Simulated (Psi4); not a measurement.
**B$_{2}$O$_{2}$: property calculation**

The run: property calculation of B$_{2}$O$_{2}$ (diboron dioxide). Method and program: MN15/DZ, RKS (Psi4 1.11).

The geometry comes from this level: GFN2-xTB.

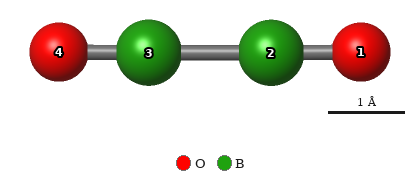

**Figure 1.** The structure (ball-and-stick view, seen on its broad side; atoms are numbered from 1 in the order of the input).

The input (calc.py):
```python
import psi4

psi4.set_memory('1600 MB')
psi4.set_num_threads(1)
psi4.set_output_file('psi4.out', False)

geom = psi4.geometry("""
0 1
O     -1.38603852     0.85379716     3.40551324
B     -0.56801388     0.35715824     1.37468127
B      0.55758259    -0.34576319    -1.38193782
O      1.39645091    -0.86519221    -3.39825670
units bohr
""")

psi4.set_options({
    'basis': 'DZ',
    'scf_type': 'direct',
    'diis_max_vecs': 8,
    'dft_nuclear_scheme': 'sbecke',
})

e, wfn = psi4.energy('mn15', return_wfn=True)
psi4.oeprop(wfn, 'NO_OCCUPATIONS', 'LOWDIN_CHARGES', 'MBIS_CHARGES', title='MN15')
print(f'mn15 energy: {e:.10f} Eh')
```

Run on 1 thread of Intel Xeon @ 2.90GHz (Ice Lake), 64 GiB of memory available, shared host.

Launched with:
```bash
python calc.py
```

Output:
```
Psi4 1.11 release

   => Loading Basis Set <=

    Name: DZ
    Role: ORBITAL
    Keyword: BASIS

         ---------------------------------------------------------
                                   SCF
                              RKS Reference
                        1 Threads,   1525 MiB Core
         ---------------------------------------------------------

  ==> Geometry <==

    Molecular point group: c1
    Full point group: C1

    Geometry (in Bohr), charge = 0, multiplicity = 1:

       Center              X                  Y                   Z               Mass
    ------------   -----------------  -----------------  -----------------  -----------------
         O           -1.386995852450     0.854849056090     3.404843378716    15.994914619570
         B           -0.568971212450     0.358210136090     1.374011408716    11.009305360000
         B            0.556625257550    -0.344711293910    -1.382607681284    11.009305360000
         O            1.395493577550    -0.864140313910    -3.398926561284    15.994914619570

  Running in c1 symmetry.

  Rotational constants: A =  14995.13956  B =      0.11867  C =      0.11867 [cm^-1]
  Rotational constants: A = 449542974.78678  B =   3557.63815  C =   3557.61230 [MHz]
  Nuclear repulsion =   67.367912126486274

  Charge       = 0
  Multiplicity = 1
  Electrons    = 26
  Nalpha       = 13
  Nbeta        = 13

  ==> Algorithm <==

  SCF Algorithm Type is DIRECT.
  DIIS enabled.
  MOM disabled.
  Fractional occupation disabled.
  Guess Type is SAD.
  Energy threshold   = 1.00e-06
  Density threshold  = 1.00e-06
  Integral threshold = 1.00e-12

  ==> Primary Basis <==

  Basis Set: DZ
    Blend: DZ
    Number of shells: 24
    Number of basis functions: 40
    Number of Cartesian functions: 40
    Spherical Harmonics?: false
    Max angular momentum: 1

  ==> DFT Potential <==

   => LibXC <=

    Version 7.1.2

   => Composite Functional: MN15 <=

   MN15 Hybrid Meta-GGA Exchange-Correlation Functional

    Deriv               =              1
    GGA                 =           TRUE
    Meta                =           TRUE

    Exchange Hybrid     =           TRUE
    MP2 Hybrid          =          FALSE

   => Exchange Functionals <=

    1.0000   XC_HYB_MGGA_X_MN15

   => Exact (HF) Exchange <=

    0.4400               HF

   => Correlation Functionals <=

    1.0000   XC_MGGA_C_MN15

   => LibXC Density Thresholds  <==

    XC_MGGA_C_MN15:  1.00E-15
    XC_HYB_MGGA_X_MN15:  1.00E-15

   => Molecular Quadrature <=

    Radial Scheme          =       TREUTLER
    Pruning Scheme         =           NONE
    Nuclear Scheme         =         SBECKE

    Blocking Scheme        =         OCTREE
    BS radius alpha        =              1
    Pruning alpha          =              1
    Radial Points          =             75
    Spherical Points       =            302
    Total Points           =          86855
    Total Blocks           =            726
    Max Points             =            256
    Max Functions          =             37
    Weights Tolerance      =       1.00E-15

   => Loading Basis Set <=

    Name: (DZ AUX)
    Role: JKFIT
    Keyword: DF_BASIS_SCF

  Starting with a DF guess...

  ==> Integral Setup <==

  DFHelper Memory: AOs need 0.006 GiB; user supplied 0.911 GiB.
  SCF_SUBTYPE=INCORE selected. In-core MEM_DF algorithm will be used.
  Using in-core AOs.

  ==> MemDFJK: Density-Fitted J/K Matrices <==

    J tasked:                   Yes
    K tasked:                   Yes
    wK tasked:                   No
    Memory [MiB]:               932
    Algorithm:                 Core
    Schwarz Cutoff:           1E-12
    Mask sparsity (%):       3.5000
    Fitting Condition:        1E-10

   => Auxiliary Basis Set <=

  Basis Set: (DZ AUX)
    Blend: DEF2-UNIVERSAL-JKFIT
    Number of shells: 100
    Number of basis functions: 364
    Number of Cartesian functions: 364
    Spherical Harmonics?: false
    Max angular momentum: 4

  Cached 100.0% of DFT collocation blocks in 0.207 [GiB].

  Minimum eigenvalue in the overlap matrix is 7.5947442385E-03.
  Reciprocal condition number of the overlap matrix is 1.8705386479E-03.
    Using symmetric orthogonalization.

  ==> Pre-Iterations <==

  SCF Guess: Superposition of Atomic Densities via on-the-fly atomic UHF (no occupation information).

   -------------------------
    Irrep   Nso     Nmo
   -------------------------
     A         40      40
   -------------------------
    Total      40      40
   -------------------------

  ==> Iterations <==

                           Total Energy        Delta E     RMS |[F,P]|

   @DF-RKS iter SAD:  -198.97462137753615   -1.98975e+02   0.00000e+00
   @DF-RKS iter   1:  -199.66567303137765   -6.91052e-01   2.29121e-02 DIIS/ADIIS
   @DF-RKS iter   2:  -198.20296268828119    1.46271e+00   5.21931e-02 DIIS/ADIIS
   @DF-RKS iter   3:  -199.97990141366935   -1.77694e+00   7.00197e-03 DIIS/ADIIS
   @DF-RKS iter   4:  -200.00711359574862   -2.72122e-02   3.31442e-04 DIIS/ADIIS
   @DF-RKS iter   5:  -200.00718878926082   -7.51935e-05   1.44090e-04 DIIS/ADIIS
   @DF-RKS iter   6:  -200.00720102863272   -1.22394e-05   1.76431e-05 DIIS
   @DF-RKS iter   7:  -200.00720119915044   -1.70518e-07   6.68411e-06 DIIS
   @DF-RKS iter   8:  -200.00720122883598   -2.96855e-08   2.61840e-07 DIIS

  DF guess converged.

  ==> DirectJK: Integral-Direct J/K Matrices <==

    J tasked:                  Yes
    K tasked:                  Yes
    wK tasked:                  No
    Integrals threads:           1
    Screening Type:           CSAM
    Screening Cutoff:        1E-12
    Incremental Fock:           No

   @RKS iter   9:  -200.00719716245067   -2.00007e+02   7.77984e-06 DIIS
   @RKS iter  10:  -200.00719716416478   -1.71411e-09   7.49856e-07 DIIS
  Energy and wave function converged.

  ==> Post-Iterations <==

   Electrons on quadrature grid:
      Ntotal   =   26.0000051631 ; deviation = 5.163e-06

    Orbital Energies [Eh]
    ---------------------

    Doubly Occupied:

       1A    -18.887358     2A    -18.887343     3A     -6.797793
       4A     -6.797273     5A     -1.101956     6A     -1.099933
       7A     -0.575876     8A     -0.501801     9A     -0.489606
      10A     -0.467608    11A     -0.467606    12A     -0.443471
      13A     -0.443470

    Virtual:

      14A     -0.058822    15A     -0.058819    16A      0.071968
      17A      0.150098    18A      0.150176    19A      0.158252
      20A      0.200202    21A      0.200208    22A      0.212796
      23A      0.256522    24A      0.256548    25A      0.263558
      26A      0.569382    27A      0.725312    28A      0.747905
      29A      0.747969    30A      0.797583    31A      0.805474
      32A      0.882430    33A      0.882447    34A      1.060441
      35A      1.527809    36A      1.547586    37A     14.446404
      38A     14.578264    39A     40.255900    40A     40.270688

    Final Occupation by Irrep:
              A
    DOCC [    13 ]
    NA   [    13 ]
    NB   [    13 ]

  @RKS Final Energy:  -200.00719716416478

   => Energetics <=

    Nuclear Repulsion Energy =             67.3679121264862744
    One-Electron Energy =                -405.7452522735839011
    Two-Electron Energy =                 152.7915892879531157
    DFT Exchange-Correlation Energy =     -14.4214463050202610
    Empirical Dispersion Energy =           0.0000000000000000
    VV10 Nonlocal Energy =                  0.0000000000000000
    Total Energy =                       -200.0071971641647792

Computation Completed

Properties will be evaluated at   0.000000,   0.000000,   0.000000 [a0]

Properties computed using the SCF density matrix

 Multipole Moments:

 ------------------------------------------------------------------------------------
     Multipole            Electronic (a.u.)      Nuclear  (a.u.)        Total (a.u.)
 ------------------------------------------------------------------------------------

 L = 1.  Multiply by 2.5417464519 to convert [e a0] to [Debye]
 Dipole X            :         -0.0148230            0.0062520           -0.0085710
 Dipole Y            :          0.0162233           -0.0068359            0.0093875
 Dipole Z            :         -0.0104277            0.0043532           -0.0060746
 Magnitude           :                                                    0.0140886

 ------------------------------------------------------------------------------------

	total time  =          3 seconds =       0.05 minutes

Properties will be evaluated at   0.000000,   0.000000,   0.000000 [a0]

Properties computed using the MN15 density matrix

  Lowdin Charges: (a.u.)
   Center  Symbol    Alpha    Beta     Spin     Total
       1     O     4.09050  4.09050  0.00000 -0.18100
       2     B     2.40950  2.40950  0.00000  0.18100
       3     B     2.40953  2.40953  0.00000  0.18094
       4     O     4.09047  4.09047  0.00000 -0.18094

  Total alpha = 13.00000, Total beta = 13.00000, Total charge =  0.00000
  ==> Computing MBIS Charges <==

  Electron Count from Grid (Expected Number): 26.00001 (26.00000)
  Difference:  0.00001

  MBIS Charges: (a.u.)
   Center  Symbol  Z      Pop.       Charge
      1       O    8    8.445724   -0.445724
      2       B    5    4.554291    0.445709
      3       B    5    4.554296    0.445704
      4       O    8    8.445694   -0.445694

  MBIS Dipoles: [e a0]
   Center  Symbol  Z        X           Y           Z
      1       O    8   -0.005579    0.003114    0.014340
      2       B    5   -0.075040    0.047442    0.184387
      3       B    5    0.075204   -0.047622   -0.184271
      4       O    8    0.006095   -0.003680   -0.013966

  MBIS Quadrupoles: [e a0^2]
   Center  Symbol  Z      XX        XY        XZ        YY        YZ        ZZ
      1       O    8   -4.0813    0.0101    0.0405   -4.0711   -0.0249   -4.1651
      2       B    5   -3.3931    0.0449    0.1794   -3.3483   -0.1109   -3.7639
      3       B    5   -3.3952    0.0468    0.1814   -3.3496   -0.1134   -3.7601
      4       O    8   -4.0817    0.0106    0.0410   -4.0713   -0.0256   -4.1641

  MBIS Octupoles: [e a0^3]
   Center  Symbol  Z      XXX       XXY       XXZ       XYY       XYZ       XZZ       YYY       YYZ       YZZ       ZZZ
      1       O    8   -0.0487    0.0104    0.0461   -0.0165   -0.0044   -0.0318    0.0265    0.0421    0.0192    0.1582
      2       B    5   -0.1048    0.0260    0.0986   -0.0351   -0.0116   -0.0807    0.0656    0.0862    0.0503    0.3581
      3       B    5    0.1046   -0.0262   -0.1001    0.0353    0.0126    0.0810   -0.0648   -0.0873   -0.0511   -0.3556
      4       O    8    0.0528   -0.0118   -0.0450    0.0178    0.0042    0.0331   -0.0310   -0.0410   -0.0205   -0.1557

  MBIS Radial Moments:
   Center  Symbol  Z      [a0^2]      [a0^3]      [a0^4]
      1       O    8   12.317582   23.289581   52.943893
      2       B    5   10.505238   26.919909   82.242958
      3       B    5   10.504842   26.918289   82.236276
      4       O    8   12.317122   23.288280   52.940027

  MBIS Valence Widths: [a0]
   Center  Symbol  Z     Width
      1       O    8    0.389966
      2       B    5    0.556661
      3       B    5    0.556649
      4       O    8    0.389960

  MBIS Valence Charges: (a.u.)
   Center  Symbol  Z     Charge
      1       O    8   -6.839668
      2       B    5   -2.886311
      3       B    5   -2.886331
      4       O    8   -6.839654
  Natural Orbital Occupations:

  Total Occupations:
  HONO-2 :   11  A    2.000
  HONO-1 :   12  A    2.000
  HONO-0 :   13  A    2.000
  LUNO+0 :   14  A    0.000
  LUNO+1 :   15  A    0.000
  LUNO+2 :   16  A    0.000
  LUNO+3 :   17  A    0.000
```

Standard output:
```
mn15 energy: -200.0071971642 Eh
```

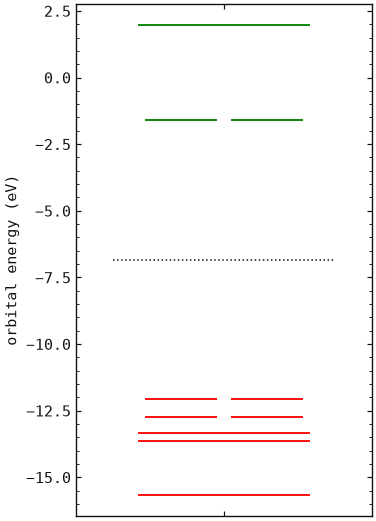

**Figure 2.** Orbital energies near the frontier; the dotted line parts filled from empty levels, and levels within 0.02 eV of each other stand side by side. Highest filled −12.07 eV, lowest empty −1.60 eV, 10.47 eV apart.

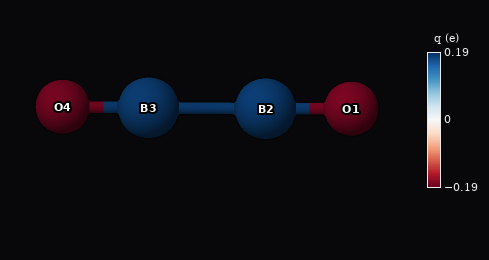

**Figure 3.** Löwdin charges, as the colour of each atom (ball-and-stick view, seen on its broad side; atoms are numbered from 1 in the order of the input). By element: O −0.18 and B +0.18 e.

Key numbers:

- outcome: converged
- total energy: −200.007197 hartree
- basis functions: 40
- HOMO: −12.07 eV
- LUMO: −1.60 eV
- dipole moment: 0.04 D
- wall time: 6.3 s
- peak memory: 0.41 GiB

Notes:

Settings chosen away from the usual ones: diis_max_vecs set to 8; dft_nuclear_scheme set to sbecke.
